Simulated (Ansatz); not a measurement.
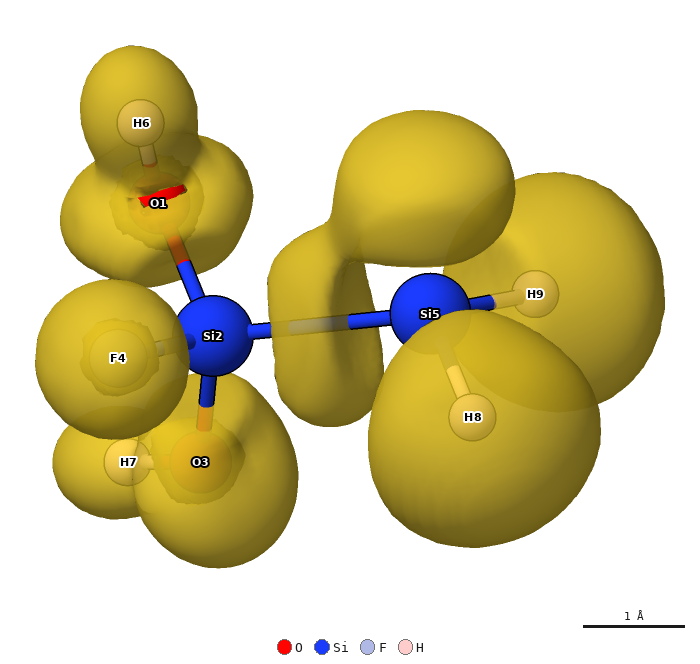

Figure 1: FH4O2Si2 (doublet). Isosurface of the electron localisation function at 0.75 (yellow), seen at a tilt. Only the valence region is drawn (cores and ρ < 0.01 e/Å³ removed).

Geometry: PBE0-D4/def2-TZVP.

These are results of UKS PBE0-D4/def2-TZVPP in Ansatz 0.2.0, not measurements.

Input file:

```
crystal:
  periodic: [false, false, false]
  atoms:
    - {symbol: O, position_ang: [-0.218294, 1.740091, -0.502814]}
    - {symbol: Si, position_ang: [0.000473, 0.119840, -0.520118]}
    - {symbol: O, position_ang: [1.568529, -0.139649, -0.855568]}
    - {symbol: F, position_ang: [-0.929604, -0.491636, -1.668590]}
    - {symbol: Si, position_ang: [-0.627891, -0.923519, 1.452519]}
    - {symbol: H, position_ang: [-1.115964, 2.075995, -0.512982]}
    - {symbol: H, position_ang: [2.011631, 0.477586, -1.442545]}
    - {symbol: H, position_ang: [-0.743465, -2.403009, 1.382145]}
    - {symbol: H, position_ang: [0.143084, -0.502000, 2.650954]}
basis:
  gaussian: {orbitals: def2-TZVPP}
magnetization: {spin_polarized: true, initial_magnetization: 1}
hamiltonian: {xc: pbe0, dispersion: d4}
output: {orbitals: {seedname: orbitals}}
```

Command:

```sh
ansatz run in.yaml --threads 2 --pin off --events-out ev --progress --plain --max-ram 20480MiB --backend cpu
```

Question: Describe the localisation domains.

Answer: At this value the surface marks out two regions around hydrogen nuclei, one region on Si in which the atom's valence shell and bonds are merged, one region wrapped around F (its lone pairs, merged into a ring or cap) and two joined regions spread over several atoms (H, O), in which their bonds and any lone pairs are merged.

Values along the shortest contacts:
Si–F (1.60 Å): the ELF peaks at about 0.85 in the valence shell of F, 0.6 Å from its nucleus, and is about 0.55 at the midpoint. Si–O (1.62 Å): the ELF peaks at about 0.90 between the atoms; a short, strongly polar bond.
